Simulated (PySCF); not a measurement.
# Te: excitation energy in aug-cc-pV5Z-PP with ECP28

Aim: the excitation energy of tellurium from differences of total energies, at each level of theory, and how far each lands from the tabulated value where there is one.

The numbers are computed with PySCF 2.14.0 (unrestricted determinants in a Gaussian basis, no spin-orbit coupling in the energies), except any that are marked as measured or tabulated.

### Step 1. What is computed

```
Element                                   : tellurium (Z = 52)
Basis                                     : aug-cc-pV5Z-PP with ECP28MDF
Hamiltonian                               : scalar relativity through the core potential
State 1                                   : Te: [Kr] 4d10 5s2 5p3 5d1, high-spin 5D determinant (an excited configuration)
Needed too, but not shown                 : Te [Kr] 4d10 5s2 5p4 (3P)
Methods                                   : UHF, LDA, PBE, PBE0, r2SCAN, TPSS, M06-2X, revPBE, MP2
Core shells frozen in the correlated runs : valence: 4s2 4p6 4d10 (for Te)
```

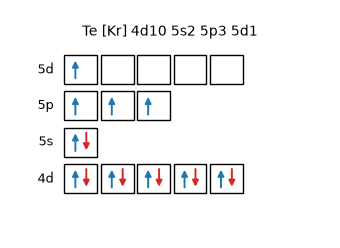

Occupation of the outer shells (arrows by Hund's rule).

The runs were made by one driver on top of PySCF. The scripts below sum up each run's settings (the driver also hands on starting orbitals that pick excited configurations, and frozen orbitals as a list rather than a count), and the logs come from the driver's own runs. The driver starts from symmetry-adapted Hartree-Fock orbitals, holds the occupation by maximum overlap and uses a logarithmic radial grid for functionals, so a plain start would take other cycles.

The integrals over 139 functions and the set-up took 8.5 s of CPU time.

### Step 2. Te [Kr] 4d10 5s2 5p3 5d1: the ladder of methods

**UHF**

input.py reads:

```python
from pyscf import gto, scf, dft, mp, cc
import basis_set_exchange as bse
txt = bse.get_basis("aug-cc-pV5Z-PP", elements=["Te"], fmt="nwchem", header=False)
cut = txt.index("\nECP")
mol = gto.M(atom="Te 0 0 0", charge=0, spin=4, symmetry="D2h",
            basis=gto.basis.parse(txt[:cut]),
            ecp={"Te": gto.basis.parse_ecp(txt[cut:])})
mf = scf.UHF(mol)
mf.irrep_nelec = {'Ag': (4, 4), 'B1g': (2, 1), 'B2g': (1, 1), 'B3g': (1, 1), 'B1u': (2, 1), 'B2u': (2, 1), 'B3u': (2, 1)}
mf.kernel()
```

The log of the run:

```text
damping factor = 0
level_shift factor = 0
DIIS = <class 'pyscf.scf.diis.CDIIS'>
diis_start_cycle = 1
diis_space = 10
diis_damp = 0
SCF conv_tol = 1e-09
SCF conv_tol_grad = None
number electrons alpha = 14  beta = 10
cycle= 1 E= -266.784771202505  delta_E= -0.000929  |g|= 0.00811  |ddm|= 0.0358
cycle= 2 E= -266.784866594734  delta_E= -9.54e-05  |g|= 0.00306  |ddm|= 0.0135
cycle= 3 E= -266.784886051819  delta_E= -1.95e-05  |g|= 0.000632  |ddm|= 0.0127
cycle= 4 E= -266.784887651277  delta_E= -1.6e-06  |g|= 0.000264  |ddm|= 0.00572
cycle= 5 E= -266.784887889168  delta_E= -2.38e-07  |g|= 7.52e-05  |ddm|= 0.00265
cycle= 6 E= -266.784887908367  delta_E= -1.92e-08  |g|= 7.64e-06  |ddm|= 0.000898
cycle= 7 E= -266.784887908469  delta_E= -1.03e-10  |g|= 1.14e-06  |ddm|= 6.59e-05
converged SCF energy = -266.784887908469  <S^2> = 6.0021411  2S+1 = 5.0008564
```

It used 4.7 s of CPU time after the integrals (shared host).

The occupied shells:

```tsv
shell	electrons	mean orbital energy (eV)	spread (eV)	rms radius (bohr)
4s α	1	-197.74	0	0.820
4s β	1	-197.17	0	0.820
4p α	3	-142.37	0.022	0.882
4p β	3	-141.79	0.061	0.882
4d α	5	-56.745	0.112	1.04
4d β	5	-56.262	0.083	1.04
5s α	1	-26.189	0	2.22
5s β	1	-19.047	0	2.22
5p α	3	-13.554	0.062	2.71
5d α	1	-1.796	0	5.48
```

⟨S²⟩ = 6.002, ⟨L²⟩ = 6.03.

Energies and moments cover only the electrons outside the core potential.

**LDA**

input.py differs from the last one in:

```diff
@@ -7,3 +7,3 @@
             ecp={"Te": gto.basis.parse_ecp(txt[cut:])})
-mf = scf.UHF(mol)
+mf = dft.UKS(mol, xc="LDA,VWN")
 mf.irrep_nelec = {'Ag': (4, 4), 'B1g': (2, 1), 'B2g': (1, 1), 'B3g': (1, 1), 'B1u': (2, 1), 'B2u': (2, 1), 'B3u': (2, 1)}
```

The log of the run:

```text
damping factor = 0
level_shift factor = 0
DIIS = <class 'pyscf.scf.diis.CDIIS'>
diis_start_cycle = 1
diis_space = 10
diis_damp = 0
SCF conv_tol = 1e-09
SCF conv_tol_grad = None
number electrons alpha = 14  beta = 10
XC functionals = LDA,VWN
    P. A. M. Dirac.,  Math. Proc. Cambridge Philos. Soc. 26, 376 (1930)
    F. Bloch.,  Z. Phys. 57, 545 (1929)
    S. H. Vosko, L. Wilk, and M. Nusair.,  Can. J. Phys. 58, 1200 (1980)
cycle= 1 E= -267.340281469553  delta_E= -0.0115  |g|= 0.0909  |ddm|= 1.03
cycle= 2 E= -267.340794126673  delta_E= -0.000513  |g|= 0.0676  |ddm|= 0.341
cycle= 3 E= -267.341406861279  delta_E= -0.000613  |g|= 0.00481  |ddm|= 0.167
cycle= 4 E= -267.341417931167  delta_E= -1.11e-05  |g|= 0.000124  |ddm|= 0.0173
cycle= 5 E= -267.341417941419  delta_E= -1.03e-08  |g|= 1.35e-05  |ddm|= 0.000426
cycle= 6 E= -267.341417941542  delta_E= -1.23e-10  |g|= 7.59e-07  |ddm|= 5.67e-05
converged SCF energy = -267.341417941542  <S^2> = 6.0005328  2S+1 = 5.0002131
```

It used 1.1 s of CPU time after the integrals (shared host).

**PBE**

input.py differs from the last one in:

```diff
@@ -7,3 +7,3 @@
             ecp={"Te": gto.basis.parse_ecp(txt[cut:])})
-mf = dft.UKS(mol, xc="LDA,VWN")
+mf = dft.UKS(mol, xc="PBE")
 mf.irrep_nelec = {'Ag': (4, 4), 'B1g': (2, 1), 'B2g': (1, 1), 'B3g': (1, 1), 'B1u': (2, 1), 'B2u': (2, 1), 'B3u': (2, 1)}
```

The log of the run:

```text
damping factor = 0
level_shift factor = 0
DIIS = <class 'pyscf.scf.diis.CDIIS'>
diis_start_cycle = 1
diis_space = 10
diis_damp = 0
SCF conv_tol = 1e-09
SCF conv_tol_grad = None
number electrons alpha = 14  beta = 10
XC functionals = PBE
    J. P. Perdew, K. Burke, and M. Ernzerhof.,  Phys. Rev. Lett. 77, 3865 (1996)
    J. P. Perdew, K. Burke, and M. Ernzerhof.,  Phys. Rev. Lett. 78, 1396 (1997)
    J. P. Perdew, K. Burke, and M. Ernzerhof.,  Phys. Rev. Lett. 77, 3865 (1996)
    J. P. Perdew, K. Burke, and M. Ernzerhof.,  Phys. Rev. Lett. 78, 1396 (1997)
cycle= 1 E= -267.739394077465  delta_E= -0.00793  |g|= 0.029  |ddm|= 1.09
cycle= 2 E= -267.739551526292  delta_E= -0.000157  |g|= 0.0154  |ddm|= 0.107
cycle= 3 E= -267.739589883558  delta_E= -3.84e-05  |g|= 0.00152  |ddm|= 0.0377
cycle= 4 E= -267.739590728862  delta_E= -8.45e-07  |g|= 0.000228  |ddm|= 0.00553
cycle= 5 E= -267.739590752285  delta_E= -2.34e-08  |g|= 1.36e-05  |ddm|= 0.000864
cycle= 6 E= -267.739590752379  delta_E= -9.37e-11  |g|= 9.59e-07  |ddm|= 3.2e-05
converged SCF energy = -267.739590752379  <S^2> = 6.0007918  2S+1 = 5.0003167
```

It used 1.6 s of CPU time after the integrals (shared host).

**PBE0**

input.py differs from the last one in:

```diff
@@ -7,3 +7,3 @@
             ecp={"Te": gto.basis.parse_ecp(txt[cut:])})
-mf = dft.UKS(mol, xc="PBE")
+mf = dft.UKS(mol, xc="PBE0")
 mf.irrep_nelec = {'Ag': (4, 4), 'B1g': (2, 1), 'B2g': (1, 1), 'B3g': (1, 1), 'B1u': (2, 1), 'B2u': (2, 1), 'B3u': (2, 1)}
```

The log of the run:

```text
damping factor = 0
level_shift factor = 0
DIIS = <class 'pyscf.scf.diis.CDIIS'>
diis_start_cycle = 1
diis_space = 10
diis_damp = 0
SCF conv_tol = 1e-09
SCF conv_tol_grad = None
number electrons alpha = 14  beta = 10
XC functionals = PBE0
    C. Adamo and V. Barone.,  J. Chem. Phys. 110, 6158 (1999)
    M. Ernzerhof and G. E. Scuseria.,  J. Chem. Phys. 110, 5029 (1999)
cycle= 1 E= -267.757106479984  delta_E= -0.00486  |g|= 0.0162  |ddm|= 0.793
cycle= 2 E= -267.757176064135  delta_E= -6.96e-05  |g|= 0.00457  |ddm|= 0.0704
cycle= 3 E= -267.757179524249  delta_E= -3.46e-06  |g|= 0.000978  |ddm|= 0.0127
cycle= 4 E= -267.75717969884  delta_E= -1.75e-07  |g|= 0.000294  |ddm|= 0.00345
cycle= 5 E= -267.757179724809  delta_E= -2.6e-08  |g|= 8.65e-06  |ddm|= 0.000815
cycle= 6 E= -267.757179724895  delta_E= -8.59e-11  |g|= 1.08e-06  |ddm|= 4.49e-05
converged SCF energy = -267.757179724895  <S^2> = 6.0009591  2S+1 = 5.0003836
```

CPU time 3.3 s on a shared host, the integrals not counted.

**r2SCAN**

input.py differs from the last one in:

```diff
@@ -7,3 +7,3 @@
             ecp={"Te": gto.basis.parse_ecp(txt[cut:])})
-mf = dft.UKS(mol, xc="PBE0")
+mf = dft.UKS(mol, xc="R2SCAN")
 mf.irrep_nelec = {'Ag': (4, 4), 'B1g': (2, 1), 'B2g': (1, 1), 'B3g': (1, 1), 'B1u': (2, 1), 'B2u': (2, 1), 'B3u': (2, 1)}
```

The log of the run:

```text
damping factor = 0
level_shift factor = 0
DIIS = <class 'pyscf.scf.diis.CDIIS'>
diis_start_cycle = 1
diis_space = 10
diis_damp = 0
SCF conv_tol = 1e-09
SCF conv_tol_grad = None
number electrons alpha = 14  beta = 10
XC functionals = R2SCAN
    J. W. Furness, A. D. Kaplan, J. Ning, J. P. Perdew, and J. Sun.,  J. Phys. Chem. Lett. 11, 8208-8215 (2020)
    J. W. Furness, A. D. Kaplan, J. Ning, J. P. Perdew, and J. Sun.,  J. Phys. Chem. Lett. 11, 9248-9248 (2020)
    J. W. Furness, A. D. Kaplan, J. Ning, J. P. Perdew, and J. Sun.,  J. Phys. Chem. Lett. 11, 8208-8215 (2020)
    J. W. Furness, A. D. Kaplan, J. Ning, J. P. Perdew, and J. Sun.,  J. Phys. Chem. Lett. 11, 9248-9248 (2020)
cycle= 1 E= -267.848327374315  delta_E= -0.00703  |g|= 0.0127  |ddm|= 1.19
cycle= 2 E= -267.848416913947  delta_E= -8.95e-05  |g|= 0.00545  |ddm|= 0.0644
cycle= 3 E= -267.848432573526  delta_E= -1.57e-05  |g|= 0.00327  |ddm|= 0.0275
cycle= 4 E= -267.848434647568  delta_E= -2.07e-06  |g|= 0.000248  |ddm|= 0.00835
cycle= 5 E= -267.848434701869  delta_E= -5.43e-08  |g|= 3.35e-05  |ddm|= 0.00142
cycle= 6 E= -267.848434703375  delta_E= -1.51e-09  |g|= 5.81e-06  |ddm|= 0.000464
cycle= 7 E= -267.848434703411  delta_E= -3.6e-11  |g|= 9.41e-07  |ddm|= 0.000114
converged SCF energy = -267.848434703411  <S^2> = 6.0014661  2S+1 = 5.0005864
```

CPU time 3.7 s on a shared host, the integrals not counted.

**TPSS**

input.py differs from the last one in:

```diff
@@ -7,3 +7,3 @@
             ecp={"Te": gto.basis.parse_ecp(txt[cut:])})
-mf = dft.UKS(mol, xc="R2SCAN")
+mf = dft.UKS(mol, xc="TPSS")
 mf.irrep_nelec = {'Ag': (4, 4), 'B1g': (2, 1), 'B2g': (1, 1), 'B3g': (1, 1), 'B1u': (2, 1), 'B2u': (2, 1), 'B3u': (2, 1)}
```

The log of the run:

```text
damping factor = 0
level_shift factor = 0
DIIS = <class 'pyscf.scf.diis.CDIIS'>
diis_start_cycle = 1
diis_space = 10
diis_damp = 0
SCF conv_tol = 1e-09
SCF conv_tol_grad = None
number electrons alpha = 14  beta = 10
XC functionals = TPSS
    J. Tao, J. P. Perdew, V. N. Staroverov, and G. E. Scuseria.,  Phys. Rev. Lett. 91, 146401 (2003)
    J. P. Perdew, J. Tao, V. N. Staroverov, and G. E. Scuseria.,  J. Chem. Phys. 120, 6898 (2004)
    J. Tao, J. P. Perdew, V. N. Staroverov, and G. E. Scuseria.,  Phys. Rev. Lett. 91, 146401 (2003)
    J. P. Perdew, J. Tao, V. N. Staroverov, and G. E. Scuseria.,  J. Chem. Phys. 120, 6898 (2004)
cycle= 1 E= -267.641123828573  delta_E= -0.00693  |g|= 0.0336  |ddm|= 0.93
cycle= 2 E= -267.641260124516  delta_E= -0.000136  |g|= 0.0209  |ddm|= 0.121
cycle= 3 E= -267.64131755175  delta_E= -5.74e-05  |g|= 0.00213  |ddm|= 0.0501
cycle= 4 E= -267.641319258461  delta_E= -1.71e-06  |g|= 0.000312  |ddm|= 0.00818
cycle= 5 E= -267.641319312622  delta_E= -5.42e-08  |g|= 1.37e-05  |ddm|= 0.00124
cycle= 6 E= -267.641319312771  delta_E= -1.49e-10  |g|= 1.97e-06  |ddm|= 8.01e-05
converged SCF energy = -267.641319312771  <S^2> = 6.0010351  2S+1 = 5.000414
```

It used 3.1 s of CPU time after the integrals (shared host).

**M06-2X**

input.py differs from the last one in:

```diff
@@ -7,3 +7,3 @@
             ecp={"Te": gto.basis.parse_ecp(txt[cut:])})
-mf = dft.UKS(mol, xc="TPSS")
+mf = dft.UKS(mol, xc="M062X")
 mf.irrep_nelec = {'Ag': (4, 4), 'B1g': (2, 1), 'B2g': (1, 1), 'B3g': (1, 1), 'B1u': (2, 1), 'B2u': (2, 1), 'B3u': (2, 1)}
```

The log of the run:

```text
damping factor = 0
level_shift factor = 0
DIIS = <class 'pyscf.scf.diis.CDIIS'>
diis_start_cycle = 1
diis_space = 10
diis_damp = 0
SCF conv_tol = 1e-09
SCF conv_tol_grad = None
number electrons alpha = 14  beta = 10
XC functionals = M062X
    Y. Zhao and D. G. Truhlar.,  Theor. Chem. Acc. 120, 215 (2008)
    Y. Zhao and D. G. Truhlar.,  Theor. Chem. Acc. 120, 215 (2008)
cycle= 1 E= -267.684120274611  delta_E= -0.00574  |g|= 0.0265  |ddm|= 0.913
cycle= 2 E= -267.684318320632  delta_E= -0.000198  |g|= 0.00957  |ddm|= 0.267
cycle= 3 E= -267.684340736997  delta_E= -2.24e-05  |g|= 0.00389  |ddm|= 0.0283
cycle= 4 E= -267.684345292264  delta_E= -4.56e-06  |g|= 0.000439  |ddm|= 0.0251
cycle= 5 E= -267.684345439054  delta_E= -1.47e-07  |g|= 4.63e-05  |ddm|= 0.00492
cycle= 6 E= -267.684345444882  delta_E= -5.83e-09  |g|= 9.7e-06  |ddm|= 0.00047
cycle= 7 E= -267.684345445152  delta_E= -2.7e-10  |g|= 2.29e-06  |ddm|= 0.000113
converged SCF energy = -267.684345445152  <S^2> = 6.0042688  2S+1 = 5.0017072
```

It used 5.8 s of CPU time after the integrals (shared host).

**revPBE**

input.py differs from the last one in:

```diff
@@ -7,3 +7,3 @@
             ecp={"Te": gto.basis.parse_ecp(txt[cut:])})
-mf = dft.UKS(mol, xc="M062X")
+mf = dft.UKS(mol, xc="PBE_R,PBE")
 mf.irrep_nelec = {'Ag': (4, 4), 'B1g': (2, 1), 'B2g': (1, 1), 'B3g': (1, 1), 'B1u': (2, 1), 'B2u': (2, 1), 'B3u': (2, 1)}
```

The log of the run:

```text
damping factor = 0
level_shift factor = 0
DIIS = <class 'pyscf.scf.diis.CDIIS'>
diis_start_cycle = 1
diis_space = 10
diis_damp = 0
SCF conv_tol = 1e-09
SCF conv_tol_grad = None
number electrons alpha = 14  beta = 10
XC functionals = PBE_R,PBE
    Y. Zhang and W. Yang.,  Phys. Rev. Lett. 80, 890 (1998)
    J. P. Perdew, K. Burke, and M. Ernzerhof.,  Phys. Rev. Lett. 77, 3865 (1996)
    J. P. Perdew, K. Burke, and M. Ernzerhof.,  Phys. Rev. Lett. 78, 1396 (1997)
cycle= 1 E= -267.798940378221  delta_E= -0.00762  |g|= 0.0218  |ddm|= 1.13
cycle= 2 E= -267.79907245617  delta_E= -0.000132  |g|= 0.00925  |ddm|= 0.0913
cycle= 3 E= -267.799096020899  delta_E= -2.36e-05  |g|= 0.000476  |ddm|= 0.0255
cycle= 4 E= -267.799096080872  delta_E= -6e-08  |g|= 0.000276  |ddm|= 0.00221
cycle= 5 E= -267.799096109597  delta_E= -2.87e-08  |g|= 2.81e-05  |ddm|= 0.00104
cycle= 6 E= -267.799096110203  delta_E= -6.05e-10  |g|= 3.18e-06  |ddm|= 0.000158
converged SCF energy = -267.799096110203  <S^2> = 6.0009545  2S+1 = 5.0003818
```

It used 1.9 s of CPU time after the integrals (shared host).

**MP2 (valence)**

input.py differs from the last one in:

```diff
@@ -7,4 +7,5 @@
             ecp={"Te": gto.basis.parse_ecp(txt[cut:])})
-mf = dft.UKS(mol, xc="PBE_R,PBE")
+mf = scf.UHF(mol)
 mf.irrep_nelec = {'Ag': (4, 4), 'B1g': (2, 1), 'B2g': (1, 1), 'B3g': (1, 1), 'B1u': (2, 1), 'B2u': (2, 1), 'B3u': (2, 1)}
 mf.kernel()
+mp.UMP2(mf, frozen=9).kernel()
```

The driver printed no log here.

CPU time 1.3 s on a shared host, the integrals not counted.

With 6 electrons correlated, the MP2 correlation energy is -0.08094 hartree (-0.02492 same spin, -0.05602 opposite spin); the SCS form gives -0.07553. Largest pairs of shells: 5s-5p -0.0457, 5p-5p -0.0130, 5s-5s -0.0092, 5p-5d -0.0077, 5s-5d -0.0053.

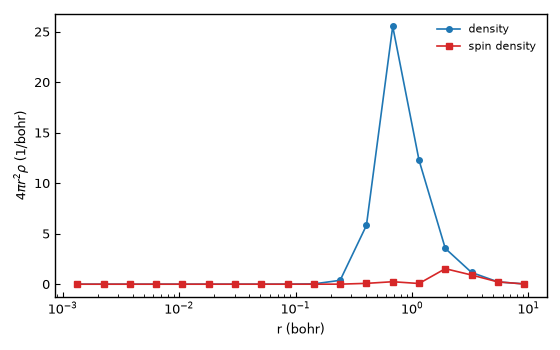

Radial density 4πr²ρ of Te at UHF, the electrons outside the core potential, at 18 stored radii joined by straight lines.

### Step 3. Differences of total energies

Excitation energy: Te [Kr] 4d10 5s2 5p4 (3P) → Te [Kr] 4d10 5s2 5p3 5d1 (5D).

```tsv
method	value (eV)	error (eV)
UHF	6.045	-0.610
LDA	6.690	+0.035
PBE	6.410	-0.245
PBE0	6.507	-0.148
r2SCAN	6.612	-0.043
TPSS	6.518	-0.137
M06-2X	6.493	-0.162
revPBE	6.339	-0.316
MP2 (valence)	6.573	-0.082
SCS-MP2 (valence)	6.774	+0.119
```

Reference: 6.655 eV (measured; NIST levels, between the centres of gravity of the two terms).

The differences also use runs on Te [Kr] 4d10 5s2 5p4 (3P), which are not shown here.

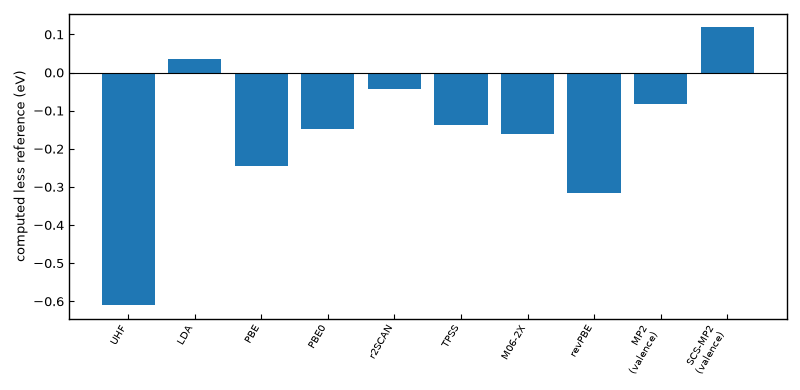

Computed less reference values by method.

### Step 4. Results

| quantity | value |
| --- | --- |
| excitation energy, Te → [Kr] 4d10 5s2 5p3 5d1 | UHF 6.045, MP2 (valence) 6.573 eV; reference 6.655 |

Each level's miss (mean over 1 difference):

```tsv
method	mean absolute miss against the measured value (with the measured fine structure taken into account where it is known) (eV)
UHF	0.610
LDA	0.035
PBE	0.245
PBE0	0.148
r2SCAN	0.043
TPSS	0.137
M06-2X	0.162
revPBE	0.316
MP2 (valence)	0.082
SCS-MP2 (valence)	0.119
```

Against experiment LDA comes closest (off by 0.04 eV), level with r2SCAN and UHF is farthest (0.61 eV). PBE is off by -0.25 eV. The basis is finite, and no extrapolation was made.
